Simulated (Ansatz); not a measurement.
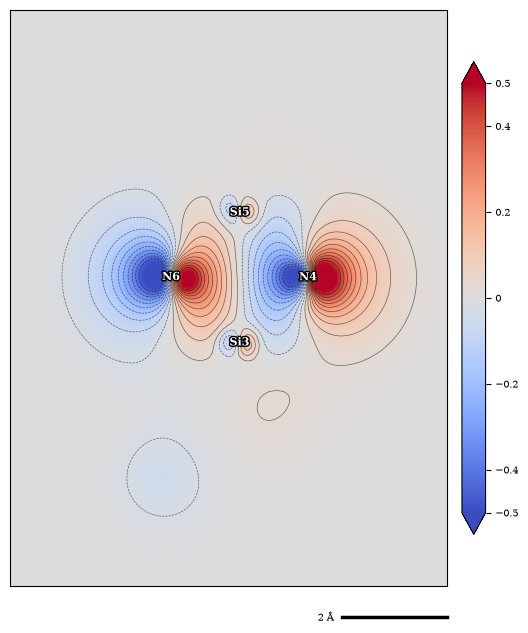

CH₈N₂SSi₂. The HOMO−1 on the plane of atoms N4, Si3 and Si5 (values in Å⁻³ᐟ²; the overall sign is arbitrary).

Not at a stationary point (largest force 1.9 eV/Å).

All numbers below come from SCF PBE0, Gaussian basis in Ansatz 0.2.0.

```xyz
14

C     2.6412    0.2603   -0.2278
S     1.6174   -1.2039    0.1147
Si   -0.1006   -0.0534    0.7171
N    -1.5329   -1.1003    0.9491
Si   -2.2609   -0.2561   -0.4510
N    -0.8275    0.7900   -0.6826
H     2.7630    0.8681    0.6932
H     2.1778    0.8746   -1.0280
H     3.6425   -0.0726   -0.5697
H     0.1315    0.8450    1.8580
H    -1.2688   -2.0548    0.6174
H    -3.4394    0.5277   -0.0510
H    -2.4478   -1.1677   -1.5899
H    -1.0955    1.7429   -0.3496
```

### What is the character of this orbital?

It lies mainly on N4 (about 30 %), N6 (about 30 %), S2 (about 10 %) and Si3 (about 10 %). Its energy is −7.26 eV.
